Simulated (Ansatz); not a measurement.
C2H6Ge2Se (SMILES C#[C][GeH2][Se][GeH3])

```xyz
11

C    -3.5811    0.2190    0.9055
C    -2.4598    0.2449    0.4646
Ge   -0.6977    0.2849   -0.2271
Se    0.7378   -0.8911    1.2227
Ge    2.5665   -0.4331   -0.1890
H    -4.5657    0.1963    1.2927
H    -0.2210    1.7550   -0.3451
H    -0.6757   -0.3804   -1.6269
H     3.8509   -1.0640    0.4066
H     2.7500    1.1013   -0.3115
H     2.2957   -1.0328   -1.5925
```

Not at a stationary point (largest force 1.4 eV/Å).

All numbers below come from Ansatz, SCF hf, Gaussian basis.

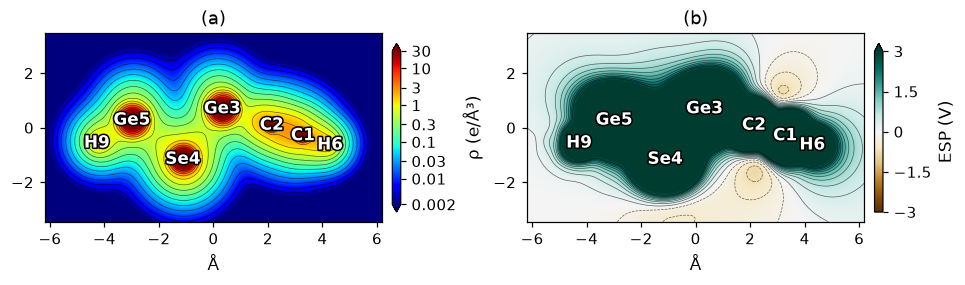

Figure 1. (a) electron density; (b) electrostatic potential on the plane of atoms Ge3, Se4 and Ge5.

> What does the map show?

The section cuts through C, Ge, Se and H sites. C–C (1.21 Å): ρ is about 2.8 e/Å³ halfway. C–Ge (1.89 Å): ρ at the midpoint is about 0.92 e/Å³. Ge–Se (2.35 Å): the density is about 0.65 e/Å³ at the midpoint. C–H (1.06 Å): ρ is about 2.1 e/Å³ halfway. Ge–H (1.55 Å): ρ at the midpoint is about 1 e/Å³. Outside the dense part of the molecule the potential is most negative (−0.8 V) near C1.

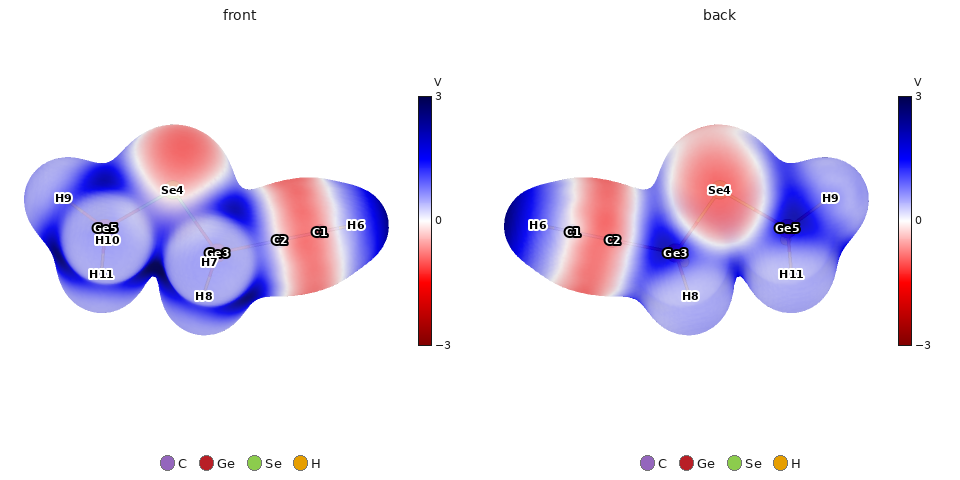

Figure 2. The electrostatic potential painted on the density surface at 0.004 e/bohr³, seen from the front and from behind; red is negative and blue positive.

> Describe the electrostatic potential map.

The most negative region (about −0.9 V) lies over C1, C2 and Se4, the most positive (about +2.8 V) over Ge3 and Ge5.

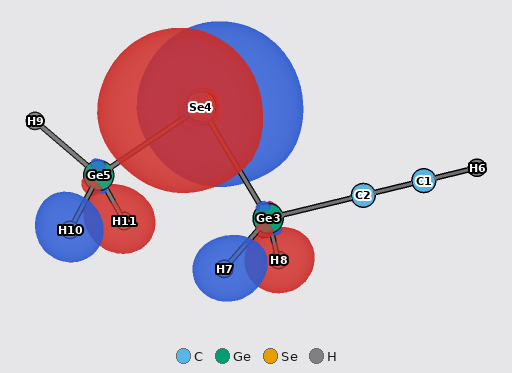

Figure 3. The HOMO at ±0.08 Å⁻³ᐟ² (red and blue are the two phases), seen at a tilt.

> What is the character of this orbital?

Its weight (Hirshfeld) is mainly on Se4 (about 80 %), Ge5 (about 5 %) and Ge3 (about 5 %); largely a lone pair of Se4. Its energy is −9.45 eV.
